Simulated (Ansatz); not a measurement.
CH$_{6}$Si: single-point calculation

The run: single-point calculation of CH$_{6}$Si. Method and program: RHF, mp2/x2c-TZVPPall (Ansatz 0.2.0).

The geometry comes from this level: PBE0-D4/def2-TZVP.

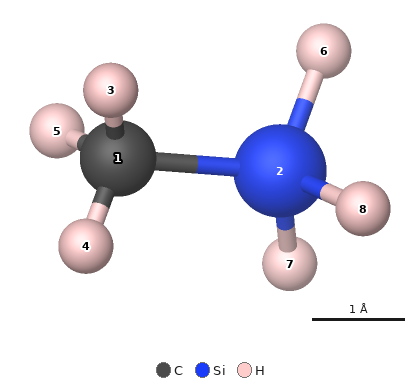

*The input geometry (ball-and-stick view, seen at a tilt; atoms are numbered from 1 in the order of the input).*

Bond lengths as drawn: C–H 1.09 Å, C–Si 1.87 Å and H–Si 1.49 Å.

## Input file
```yaml
crystal:
  periodic: [false, false, false]
  atoms:
    - {symbol: C, position_ang: [-0.169989, 0.232649, -0.947362]}
    - {symbol: Si, position_ang: [0.173933, -0.221708, 0.834524]}
    - {symbol: H, position_ang: [-1.229034, 0.105715, -1.182287]}
    - {symbol: H, position_ang: [0.406739, -0.398799, -1.626717]}
    - {symbol: H, position_ang: [0.098484, 1.273513, -1.140750]}
    - {symbol: H, position_ang: [-0.614764, 0.638065, 1.758206]}
    - {symbol: H, position_ang: [1.616791, -0.045602, 1.153256]}
    - {symbol: H, position_ang: [-0.190161, -1.640832, 1.095229]}
basis:
  gaussian: {orbitals: x2c-TZVPPall, fitting: {mean_field: cc-pVTZ-jkfit}}
hamiltonian: {xc: {name: HF}}
correlation: {method: mp2, frozen_orbitals: {C: 9}}
accuracy: high
```

Hardware: 4 threads of Arm Neoverse V2, 23 GiB of memory available, shared host.

Launched with:
```bash
ansatz run in.yaml --threads 4 --pin off --events-out ev --progress --plain --max-ram 10444MiB
```

## Output
```
Functional definition: HF
  name "HF"
  cite "Fock, Z. Phys. 61, 126 (1930) doi:10.1007/BF01340294"
  parent pbe
  exchange = exact_x
  correlation = 0
Error: "frozen_orbitals" has no count for Si
```

## Outcome

```tsv
quantity	value
outcome	refused by the program
```

## What went wrong

The input was spoiled on purpose: more core orbitals are frozen than the atom can spare. The program refused the input: “"frozen_orbitals" has no count for Si”
